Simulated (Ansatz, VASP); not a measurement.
**Sb (Antimony) in two plane-wave programs**

One calculation is typed for both programs; each brings its own data sets and cutoff. How far apart do they land?

Calculated with Ansatz 0.2.0; plane waves, with VASP 6.6.1 beside it; zone-centre phonons at PBEsol.

### Step 1. The starting structure

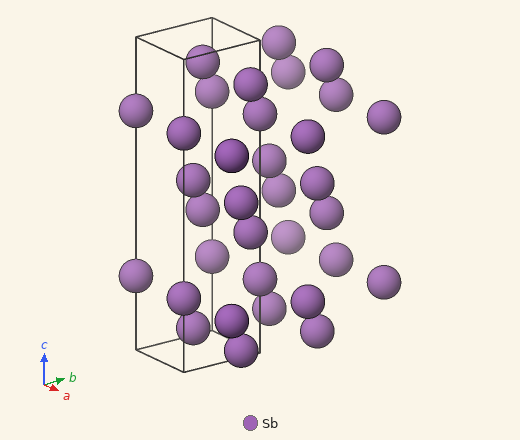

Start, viewed slightly off an axis; antimony purple. 2×2×1 cells are drawn. This picture shows the conventional cell, with its axes. Some periodic images of atoms are drawn too.

### Step 2. VASP: zone-centre phonons, PBEsol

Second derivatives magnify differences that forces hide, and they need a tight electronic threshold.

Lines of VASP's logs that name or quote its potential files are left out, and so is its time.

INCAR

```
SYSTEM = Sb
PREC = Accurate
ENCUT = 450
EDIFF = 1E-08
NELM = 100
ISMEAR = 1
SIGMA = 0.15
LREAL = .FALSE.
ALGO = Normal
GGA = PS
NBANDS = 11
LORBIT = 11
LWAVE = .FALSE.
LCHARG = .FALSE.
KPAR = 2
IBRION = 8
ISIF = 2
```

POSCAR

```
Sb
1.0
    2.1638738557      1.2493131531      3.6791256941
   -2.1638738557      1.2493131531      3.6791256941
    0.0000000000     -2.4986263062      3.6791256941
Sb
2
Direct
    0.7638129859      0.7638129859      0.7638129859
    0.2361870141      0.2361870141      0.2361870141
```

KPOINTS

```
Automatic mesh
0
Gamma
12 12 12
0 0 0
```

PAW data sets: Sb (PBE family, release 64).

The run is started by

```
> mpirun -np 2 vasp_std
```

Numbers of over 12 decimals in the logs are rounded to 6 here.

What it wrote:

```text
[banner, memory and clock lines left out]
running    2 mpi-ranks, on    1 nodes
 distrk:  each k-point on    1 cores,    2 groups
 distr:  one band on    1 cores,    1 groups

 POSCAR found type information on POSCAR Sb
 POSCAR found :  1 types and       2 ions
|                                                                             |
|               ----> ADVICE to this user running VASP <----                  |
|                                                                             |
|     You enforced a specific xc type in the INCAR file but a different       |
|     [... a line on the potential file left out ...]
|     I HOPE YOU KNOW WHAT YOU ARE DOING!                                     |
|                                                                             |

 LDA part: xc-table for (Slater+PW92), standard interpolation
 POSCAR, INCAR and KPOINTS ok, starting setup
 FFT: planning ... GRIDC
 FFT: planning ... GRID_SOFT
 FFT: planning ... GRID
 WAVECAR not read
 entering main loop
       N       E                     dE             d eps       ncg     rms          rms(c)
DAV:   1     0.321672653251E+02    0.32167E+02   -0.33302E+03  4158   0.637E+02
DAV:   2    -0.737231811544E+01   -0.39540E+02   -0.38273E+02  5534   0.109E+02
DAV:   3    -0.911522901489E+01   -0.17429E+01   -0.17193E+01  4963   0.254E+01
DAV:   4    -0.913100348418E+01   -0.15774E-01   -0.15757E-01  4730   0.288E+00
DAV:   5    -0.913118396919E+01   -0.18049E-03   -0.18048E-03  4844   0.344E-01    0.287E+00
DAV:   6    -0.912210084686E+01    0.90831E-02   -0.21435E-03  4698   0.281E-01    0.172E+00
DAV:   7    -0.911664610813E+01    0.54547E-02   -0.50557E-03  4602   0.423E-01    0.579E-02
DAV:   8    -0.911667670810E+01   -0.30600E-04   -0.11553E-04  4752   0.759E-02    0.174E-02
DAV:   9    -0.911668364223E+01   -0.69341E-05   -0.13873E-05  4707   0.232E-02    0.473E-03
DAV:  10    -0.911668312443E+01    0.51781E-06   -0.19025E-06  4715   0.767E-03    0.960E-04
DAV:  11    -0.911668321782E+01   -0.93397E-07   -0.15480E-07  4737   0.253E-03    0.489E-04
DAV:  12    -0.911668325021E+01   -0.32386E-07   -0.14402E-08  3911   0.688E-04    0.106E-04
DAV:  13    -0.911668325593E+01   -0.57248E-08   -0.13065E-09  2415   0.247E-04
   1 F= -.91166833E+01 E0= -.91171129E+01  d E =0.128892E-02
 Linear response reoptimize wavefunctions to high precision
DAV:   1    -0.911668325740E+01   -0.14630E-08   -0.17583E-10  2709   0.104E-04
DAV:   2    -0.911668325740E+01    0.45475E-12   -0.24566E-11  2295   0.428E-05
 Linear response DOF=           2
 Linear response progress:
  Degree of freedom:   1/  2
       N       E                     dE             d eps       ncg     rms          rms(c)
RMM:   1    -0.250136242335E-01   -0.25014E-01    0.25241E-02 38695   0.117E+00
RMM:   2    -0.247953215799E-01    0.21830E-03   -0.15430E-03 30184   0.236E-01    0.475E-02
RMM:   3    -0.247964963594E-01   -0.11748E-05   -0.18669E-05 31769   0.390E-02    0.283E-02
RMM:   4    -0.248479674437E-01   -0.51471E-04   -0.19016E-06 31771   0.206E-02    0.227E-03
RMM:   5    -0.248564323150E-01   -0.84649E-05    0.93399E-07 32500   0.363E-03    0.993E-04
RMM:   6    -0.248582036734E-01   -0.17714E-05   -0.14311E-07 31314   0.902E-04    0.316E-04
RMM:   7    -0.248573654156E-01    0.83826E-06   -0.15795E-07 32957   0.239E-04    0.727E-05
RMM:   8    -0.248572948934E-01    0.70522E-07   -0.67821E-08 33532   0.509E-05    0.153E-05
RMM:   9    -0.248572741642E-01    0.20729E-07    0.32912E-10 33418   0.156E-05    0.156E-06
RMM:  10    -0.248572680032E-01    0.61610E-08   -0.19264E-09 32420   0.374E-06    0.944E-07
 first order change of Fermi-energy  -0.22885E-04
 force on displaced ion       1 direction 1 :  -1.894  -0.000  -0.000
 Linear response progress:
  Degree of freedom:   2/  2
       N       E                     dE             d eps       ncg     rms          rms(c)
RMM:   1    -0.259864198073E-01   -0.25986E-01    0.18739E-02  8130   0.118E+00
RMM:   2    -0.249130768439E-01    0.10733E-02   -0.15421E-03  6497   0.243E-01    0.465E-02
RMM:   3    -0.248114086685E-01    0.10167E-03   -0.42427E-05  6906   0.424E-02    0.280E-02
RMM:   4    -0.247398212685E-01    0.71587E-04   -0.25474E-05  6751   0.250E-02    0.691E-03
RMM:   5    -0.247485556445E-01   -0.87344E-05   -0.55730E-07  6992   0.537E-03    0.239E-03
RMM:   6    -0.247503391602E-01   -0.17835E-05   -0.70380E-09  7034   0.105E-03    0.838E-04
RMM:   7    -0.247496123221E-01    0.72684E-06   -0.18996E-08  7082   0.314E-04    0.179E-04
RMM:   8    -0.247496397670E-01   -0.27445E-07   -0.37061E-09  7181   0.572E-05    0.305E-05
RMM:   9    -0.247496496766E-01   -0.99096E-08   -0.26147E-10  7245   0.183E-05    0.159E-05
 first order change of Fermi-energy   0.26628E-01
 force on displaced ion       1 direction 3 :   0.000   0.000  -4.545
 Linear response finished
```

OUTCAR, selected parts (step 2):

```text
ion  position               nearest neighbor table
   1  0.764  0.764  0.764-   2 2.93   2 2.93   2 2.93   2 3.29   2 3.29   2 3.29
   2  0.236  0.236  0.236-   1 2.93   1 2.93   1 2.93   1 3.29   1 3.29   1 3.29

  LATTYP: Found a trigonal (rhomboedric) cell.
 ALAT       =     4.4473699296
 COS(alpha) =     0.5265355621

 Subroutine GETGRP returns: Found 12 space group operations
 (whereof 12 operations were pure point group operations)

The static configuration has the point symmetry D_3d.

 Found    189 irreducible k-points:

   k-points           NKPTS =    189   k-points in BZ     NKDIM =    189   number of bands    NBANDS=     11

   dimension x,y,z NGX =    32 NGY =   32 NGZ =   32
   dimension x,y,z NGXF=    64 NGYF=   64 NGZF=   64

   ENCUT  =  450.0 eV  33.07 Ry    5.75 a.u.   7.69  7.69  7.69*2*pi/ulx,y,z

   NELECT =      10.0000    total number of electrons

 k-points in reciprocal lattice and weights: Automatic mesh
   0.00000000  0.00000000  0.00000000       0.001
   0.08333333  0.00000000  0.00000000       0.003
   0.16666667  0.00000000  0.00000000       0.003
   0.25000000  0.00000000  0.00000000       0.003
   0.33333333  0.00000000  0.00000000       0.003
   0.41666667  0.00000000  0.00000000       0.003
   0.50000000  0.00000000  0.00000000       0.002
   0.08333333  0.08333333  0.00000000       0.003
   0.16666667  0.08333333  0.00000000       0.007
[...]
-0.41666667  0.50000000  0.41666667       0.003
   0.50000000  0.50000000  0.50000000       0.001

 average (electrostatic) potential at core
       1 -85.5566       2 -85.5566

  Total       -0.0038782     -0.0038782     -0.0000825      0.0000000      0.0000000      0.0000000
  in kB       -0.1041231     -0.1041231     -0.0022149      0.0000000      0.0000000      0.0000000
  external PRESSURE =      -0.0701537 kB  Pullay stress =       0.0000000 kB

  energy-cutoff  :      450.00
  volume of cell :       59.68
      direct lattice vectors                 reciprocal lattice vectors
     2.163873856  1.249313153  3.679125694     0.231067074  0.133406637  0.090601235
    -2.163873856  1.249313153  3.679125694    -0.231067074  0.133406637  0.090601235
     0.000000000 -2.498626306  3.679125694     0.000000000 -0.266813275  0.090601235

 POSITION                                       TOTAL-FORCE (eV/Angst)
 -----------------------------------------------------------------------------------
      0.00000      0.00000      8.43049         0.000000      0.000000      0.000989
      0.00000      0.00000      2.60689         0.000000     -0.000000     -0.000989
 -----------------------------------------------------------------------------------
    total drift:                               -0.000000     -0.000000     -0.000000

 Eigenvectors and eigenvalues of the dynamical matrix
 ----------------------------------------------------

   1 f  =    4.271785 THz    26.840415 2PiTHz  142.491402 cm-1    17.666674 meV
             X         Y         Z           dx          dy          dz
      0.000000  0.000000  8.430492     0.000000    0.000000    0.707107
      0.000000  0.000000  2.606885     0.000000    0.000000   -0.707107

   2 f  =    2.757647 THz    17.326807 2PiTHz   91.985201 cm-1    11.404706 meV
             X         Y         Z           dx          dy          dz
      0.000000  0.000000  8.430492    -0.000002   -0.707107    0.000000
      0.000000  0.000000  2.606885     0.000002    0.707107    0.000000

   3 f  =    2.757647 THz    17.326807 2PiTHz   91.985201 cm-1    11.404706 meV
             X         Y         Z           dx          dy          dz
      0.000000  0.000000  8.430492     0.707107   -0.000002    0.000000
      0.000000  0.000000  2.606885    -0.707107    0.000002    0.000000

   4 f  =    0.000000 THz     0.000000 2PiTHz    0.000001 cm-1     0.000000 meV
             X         Y         Z           dx          dy          dz
      0.000000  0.000000  8.430492     0.650906   -0.276262    0.000000
      0.000000  0.000000  2.606885     0.650906   -0.276262    0.000000

   5 f  =    0.000000 THz     0.000000 2PiTHz    0.000000 cm-1     0.000000 meV
             X         Y         Z           dx          dy          dz
      0.000000  0.000000  8.430492     0.000000    0.000000    0.707107
      0.000000  0.000000  2.606885     0.000000    0.000000    0.707107

   6 f/i=    0.000000 THz     0.000000 2PiTHz    0.000001 cm-1     0.000000 meV
             X         Y         Z           dx          dy          dz
      0.000000  0.000000  8.430492     0.276262    0.650906   -0.000000
      0.000000  0.000000  2.606885     0.276262    0.650906    0.000000

 ELASTIC MODULI CONTR FROM IONIC RELAXATION (kBar)
 Direction    XX          YY          ZZ          XY          YZ          ZX
 --------------------------------------------------------------------------------
 XX         -78.0747    -67.7445   -130.6345      0.0000     32.2371     -0.0000
 YY         -67.7445    -78.0747   -130.6345     -0.0000    -32.2371      0.0000
 ZZ        -130.6345   -130.6345   -234.0623     -0.0000      0.0000      0.0000
 XY           0.0000     -0.0000     -0.0000     -5.1651     -0.0000     30.6386
 YZ          32.2371    -32.2371      0.0000     -0.0000   -201.2043      0.0000
 ZX          -0.0000      0.0000      0.0000     30.6386      0.0000   -181.7446
 --------------------------------------------------------------------------------
```

### Step 3. Ansatz: zone-centre phonons, PBEsol

Ansatz runs on its default PAW (the set named soft_2) files.

The same cell, functional, mesh and smearing now go to Ansatz, which takes its cutoff from its data sets.

input.yaml

```yaml
crystal:
  lattice:
    - [2.1638738557, 1.2493131531, 3.6791256941]
    - [-2.1638738557, 1.2493131531, 3.6791256941]
    - [0.0, -2.4986263062, 3.6791256941]
  atoms:
    - { symbol: Sb, position: [0.7638129859, 0.7638129859, 0.7638129859] }
    - { symbol: Sb, position: [0.2361870141, 0.2361870141, 0.2361870141] }
hamiltonian:
  xc: pbesol
  pseudopotentials: { kind: paw }
kpoints:
  mp_grid: { grid: [12, 12, 12] }
scf:
  occupations: { method: methfessel_paxton, width: 0.15 }
phonons:
  method: dfpt
  qpoints: [[0, 0, 0]]
```

The run is started by

```
> ansatz run input.yaml --threads 4 --pin off --max-ram 9216MiB --backend cpu --events-out ev --progress --plain --runs-dir out
```

What it wrote:

```text
Engine: ansatz 0.2.0, aarch64-unknown-linux-gnu
Pseudopotentials: kind: paw
Pseudopotential: Sb, paw, valence charge 15, recommended cutoff 420 eV (normal), Sb.paw.azcp
Functional definition: PBEsol
  exchange = pbesol_x
  correlation = pbesol_c
Crystal: 2 atoms, lattice volume = 59.676 Å³
Basis set: ecut = 420 eV, 1183 PW (Γ), exchange–correlation on 60×60×60 points (8 copies of the dense FFT grid, shifted against one another)
Bands: 19, of which v1, the nominal top of the filled ones, is band 15 counted from 1 (14 counted from 0)
Symmetry: 12 space group operations
k-points: 476 of 1728 (irreducible under 2 space group operations, time reversal used)
Non-local potential: Sb, projectors of the file, l = 0: 2, l = 1: 2, l = 2: 2, l = 3: 2
PAW form: soft (Blöchl's): semilocal exchange-correlation on the pseudo side does not see the compensation charge
PAW frozen core: Sb, regenerated for the run's functional, and the local potential with it (the file was generated under x = pbe(κ = 0.804, μ = 0.219515), c = pbe(β = 0.066725))
PAW one-centre angular grid: Sb, 590 points (default); XC on 64 Gauss nodes
Initial density: superposition of atomic densities (neutral atoms: chi_scale 0, normalization atom), corrected by the library's trained network
Initial wavefunctions: pseudopotential atomic-orbital guess
Functional: x = pbesol(κ = 0.804, μ = 0.123457), c = pbesol(β = 0.046)
SCF iter   1: F=—  HF=-12816.173758 eV  |F-HF|=—  |Δ(HF+E_count)|=         —  Δρ=2.59e-3  dr2=3.01e-3  ethr=1.77e-3  ⟨swp⟩=5.8  Hψ=44700  notcnv=0
preconditioner: auto → none  [insulator: Δε(μ)=0.123 eV  Ē_g=8.675 eV  σ=0.150 eV  W_gap=0.54  n_scr=14 (ndim 8)  ℏωp=15.2 eV  f_vac=0.001  D(μ)=0.10/eV (n_scr^D=0)  ε∞_Penn≈4.1]
SCF iter   2: F=—  HF=-12816.170954 eV  |F-HF|=—  |Δ(HF+E_count)|=   2.80e-3  S|Δr|=    0.00e0  Δρ=1.35e-3  dr2=5.33e-4  ethr=1.00e-5  ⟨swp⟩=2.1  Hψ=19843  notcnv=0
SCF iter   3: F=—  HF=-12816.170831 eV  |F-HF|=—  |Δ(HF+E_count)|=   1.23e-4  S|Δr|=    0.00e0  Δρ=3.46e-4  dr2=5.58e-5  ethr=1.78e-6  ⟨swp⟩=2.0  Hψ=16188  notcnv=0
SCF iter   4: F=—  HF=-12816.170830 eV  |F-HF|=—  |Δ(HF+E_count)|=   1.82e-6  S|Δr|=    0.00e0  Δρ=1.03e-4  dr2=3.97e-6  ethr=1.86e-7  ⟨swp⟩=2.6  Hψ=16325  notcnv=0
SCF iter   5: F=—  HF=-12816.170831 eV  |F-HF|=—  |Δ(HF+E_count)|=   1.78e-6  S|Δr|=    0.00e0  Δρ=3.33e-5  dr2=4.14e-7  ethr=1.32e-8  ⟨swp⟩=2.0  Hψ=16188  notcnv=0
SCF iter   6: F=—  HF=-12816.170831 eV  |F-HF|=—  |Δ(HF+E_count)|=   6.50e-7  S|Δr|=    0.00e0  Δρ=1.61e-6  dr2=1.11e-9  ethr=1.38e-9  ⟨swp⟩=2.0  Hψ=16188  notcnv=0
SCF iter   7: F=—  HF=-12816.170831 eV  |F-HF|=—  |Δ(HF+E_count)|=  6.40e-10  S|Δr|=    0.00e0  Δρ=2.69e-7  dr2=3.53e-11  ethr=3.69e-12  ⟨swp⟩=3.0  Hψ=16744  notcnv=0
SCF iter   8: F=-12816.170831 eV  HF=-12816.170831 eV  |F-HF|=1.82e-12  |Δ(HF+E_count)|=  1.82e-12  S|Δr|=    0.00e0  Δρ=2.73e-8  dr2=2.16e-13  ethr=1.00e-12  ⟨swp⟩=6.0  Hψ=37856  notcnv=0
SCF 1 converged in 8 iterations: F = -12816.170831 eV  dr2 = 2.16e-13
  greatest PAW one-centre occupation: 0.996 electrons in one spin orbital (limit 2), on the Sb atom at site 1 (counted from 0), in its partial waves of l = 2
DFPT response loops at Γ: preconditioner auto → Kerker (q_TF=auto, 2.433 Å⁻¹) (partly filled bands, converged f_vac=0.000); β = 1.00, the filter's whole step (`scf.mixing.beta` (0.50) is not read by the response loops under this deck's `scf.mixing.preconditioner`; to damp them name `kerker` or `kerker_dos`, under which they read `scf.mixing.beta`, and type it under 1.00, their step now; both keys bind the ground state too); Broyden in place of MSR1
SCF converged after 8 iterations
Stability not checked: this state was not tested for a lower state beside it, because cold or Methfessel-Paxton smearing, or corrected tetrahedra, fill the levels in a way that the test cannot read (fill_not_monotonic; see scf.lower_state_search)
Free energy (F): -12816.170831 eV
Harris-Foulkes:  -12816.170831 eV  (|F-HF|=1.82e-12)
Internal energy: -12816.172097 eV  (E = F + TS)
E sigma→0 (E₀):  -12816.171147 eV
Entropy (-TS):   0.001266 eV (0.633 meV/atom)
Fermi energy:    10.028842 eV
--- Per-component energies (eV) ---
  E_band       = -336.610091
  E_kinetic    = 414.865854
  E_local      = -3167.379255  (includes V_loc(G=0)·N_el)
  E_nonlocal   = 728.089951
  E_hartree    = 1434.480487
  E_xc         = -275.111128
  E_vxc        = -193.414239  (∫ρ·V_xc dr)
  E_paw        = -8999.086264  (= ΣΔE_a)
  E_vpaw       = -987.733374  (= ΣTr[D̂ρ^β])
  E_aug_tail   = -0.000004  (compensation charges beyond the density's cutoff)
  E_ewald      = -2952.695452
  E_core_change = 0.663714  (= ΣΔE_core)
  E_smearing   = 0.001266  (= −TS)
  E_closure    = -0.000000  (closes the sum)
  Σ components = -12816.170831   (vs F -12816.170831, Δ=0.00e0)
--- Band table (eV; the first three rows and the last of 476) ---
  k-point 0: bands = [... 11 lower, 5.3261, 8.1261, 8.2639, 8.2639, 12.4344, 12.9002, 12.9002, 15.0479]
  k-point 1: bands = [... 11 lower, 4.9539, 8.1485, 8.2561, 8.4430, 12.3341, 12.6700, 12.6707, 14.7483]
  k-point 2: bands = [... 11 lower, 4.0972, 8.1707, 8.2426, 8.7980, 11.9493, 12.1046, 12.1272, 14.6056]
  k-point 475: bands = [... 11 lower, 0.9033, 8.8312, 8.8312, 9.5982, 10.0115, 10.0115, 10.9576, 17.3800]
--- Phonons (Γ-DFPT): 2 representative perturbations + reference, on 476 of 1728 k-points (Σ response iterations 6) ---
  k mesh reduced under 2 symmetry operations, with k and −k counted as one. Each operation leaves every solved perturbation unchanged. A smaller set is not used because it would not reduce the number of displacements times k-points to solve
  ASR residual: 1.908e-5 → 0.000e0 eV/Å²; symmetrization residual: 7.407e-6 eV/Å²
  ASR residual per site (eV/Å²): 1.91e-5 1.91e-5
  Γ frequencies (cm⁻¹): 0.00 0.00 0.00 88.27 88.27 139.92
  non-analytic LO–TO correction: not included (Born effective charges unavailable; polar crystals: no LO–TO splitting at Γ)
--- Phonons (arbitrary-q DFPT): 1 explicit q-point ---
  q = [0, 0, 0] (of the zone-centre solve; hermiticity 1.69e-6, symmetrization 9.11e-7): -0.00 0.00 0.00 88.27 88.27 139.92
  sum rule: each row above includes the acoustic sum rule's correction from the zone centre's row sums; it moved no ω² by more than (0.21 cm⁻¹)²
```

Elapsed: 35 s, on 4 threads of Arm Neoverse V2, shared host; peak memory 1.8 GiB; 2.2 min of CPU time.

### Step 4. Comparison

Known differences besides the PAW data sets themselves: the data sets hold 30 valence electrons in Ansatz (default PAW (the set named soft_2) files) and 10 in VASP; the cutoff is 420 eV in Ansatz and 450 eV in VASP; Ansatz makes its cores anew for this functional, VASP keeps those of its PBE data sets; VASP leaves aspherical gradient terms in its spheres out (LASPH is not set), Ansatz keeps them. Total energies have different zeros and are not compared.

Both answers:

```
          quantity  Ansatz   VASP  difference
mode 4 to 5 (cm⁻¹)    88.3   92.0     -4.04 %
     mode 6 (cm⁻¹)   139.9  142.5     -1.80 %
```

### Step 5. Results

```json
{
 "difference in mode 4 to 5 (zone-centre phonons, PBEsol)": "-4.0 %"
}
```

What this shows: The difference in mode 4 to 5 is -4.0 % (zone-centre phonons, PBEsol), beyond the 3 % picked in this series as the mark of a large difference. How closely two codes agree says nothing of how well the functional describes the real material.

[Lines on the potential files, build, host, timing and source positions are cut from VASP's logs without a mark.]

[Logs are printed without paths, hosts, clocks, repeated set-up lines and the standing remarks that a program may print on its own settings, such as how far it seeks lower states.]

[Hosts, paths, dates, database ids (printed as entryN), source tags and the programs' standing remarks are cut or masked in the printed files.]
